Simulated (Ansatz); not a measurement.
The figure comes from a scan of TaC (rock salt): the cell is scaled evenly about its relaxed volume V₀. These are PBEsol (plane waves to 420 eV, PAW, scalar-relativistic; Ansatz, an electronic-structure program) values and carry that method's errors. k mesh 18×18×18 (Γ-centred), Fermi-Dirac smearing 0.05 eV. The energy includes the smearing's −TS. Spin-orbit coupling is left out, though Ta is heavy. TaC is run without spin polarisation. TaC was relaxed with its symmetry unable to fall. ΔE is measured from the relaxed starting cell.

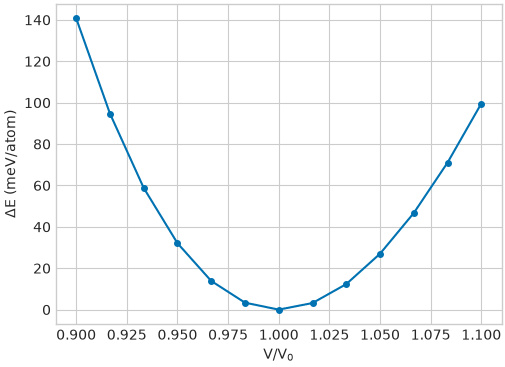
ΔE (meV/atom) against V/V₀; markers are the computed points, lines only join them.

Task: Read the plotted values off the figure, to the accuracy that the plot allows.

Result: To the nearest 2:

```csv
V/V₀,ΔE (meV/atom)
0.900,140
0.917,94
0.933,58
0.950,32
0.967,14
0.983,4
1.000,0
1.017,4
1.033,12
1.050,26
1.067,46
1.083,72
1.100,100
```

(A scan under strain: stresses follow from slopes of the energy per volume, elastic moduli from its curvatures.)
